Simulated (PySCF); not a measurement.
System: C8H13Cl.

```xyz
22

C     2.5469   -0.9746   -0.4461
C     1.7360    0.0348   -0.6260
C     1.3772    1.2293   -1.3914
C     0.5351    0.7768   -0.2030
C     0.6449    1.6029    1.0526
Cl   -0.2799    3.1323    0.8896
C    -0.8372    0.1833   -0.4705
C    -1.1894   -0.9615    0.4807
C    -2.5260   -1.5940    0.1134
H     3.3946   -1.1384   -1.0924
H     2.4041   -1.6862    0.3510
H     0.9686    1.1103   -2.3848
H     1.9808    2.1195   -1.2801
H     1.6789    1.8838    1.2515
H     0.2326    1.0847    1.9174
H    -1.5870    0.9739   -0.3853
H    -0.8640   -0.1948   -1.4947
H    -0.4018   -1.7165    0.4370
H    -1.2406   -0.5911    1.5061
H    -2.7747   -2.3941    0.8065
H    -2.4889   -2.0092   -0.8914
H    -3.3205   -0.8518    0.1474
```

Geometry: GFN2-xTB.

Level of theory: PBE0/pcSseg-1, SCF density, gas phase, non-relativistic in PySCF 2.14.0.

> What will maps of the electron density and electron localisation function show?

C–C (1.31 Å): ρ is about 2.3 e/Å³ halfway; the ELF peaks at about 0.90 between the atoms (a multiple bond).
C–H (1.08 Å): ρ is about 2 e/Å³ halfway; the ELF climbs to about 1 towards the hydrogen, as it does in any bond to H: a covalent bond by its length.
C–C (1.46 Å): the density is about 1.7 e/Å³ at the midpoint; the ELF peaks at about 0.90 between the atoms; a covalent bond.
C–C (1.53 Å): the density is about 1.5 e/Å³ at the midpoint; the ELF peaks at about 0.85 between the atoms (a covalent bond).

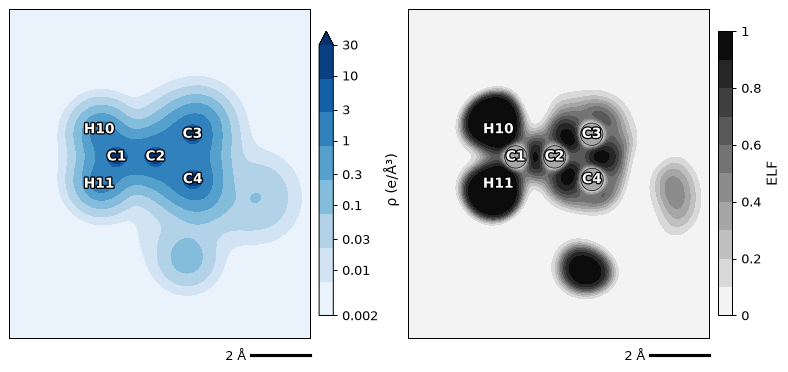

Computed electron density and electron localisation function on the plane of atoms C2, C3 and C4, in this order. Grey discs cover the atomic cores in the ELF map. 
